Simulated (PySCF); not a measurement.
Vertical excitations of a molecule C₄H₄Cl₂ from TDDFT-CAM-B3LYP/def2-SVPD run with PySCF 2.14.0, as energy in eV (oscillator strength): 5.35 (0.560), 5.96 (0.001), 6.28 (0.000), 6.43 (0.020), 6.66 (0.001), 6.88 (0.000), 7.16 (0.000), 7.27 (0.008), 7.29 (0.010), 7.72 (0.007). Lowest triplet (TDA): 2.99 eV. The structure is a stationary point at ωB97X-D3(BJ)/def2-SVP. One conformer was computed; it need not be the lowest.

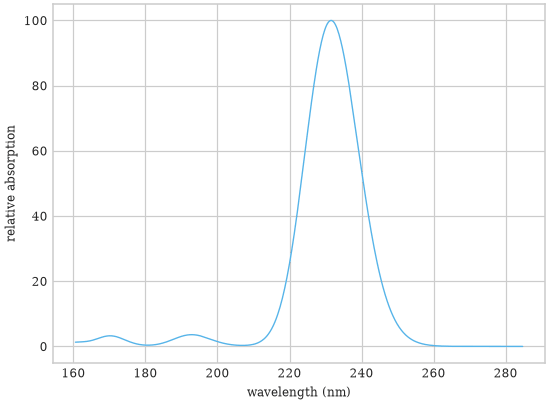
Fig. 1. The lines broadened by 0.4 eV.

**Question.** Which molecule gave these data?
A) Cl/C=C\C=C/Cl
B) C=C(Cl)/C=C\Cl
C) CC=C=C(Cl)Cl
D) ClC1=C(Cl)CC1

**Answer.** B, C=C(Cl)/C=C\Cl
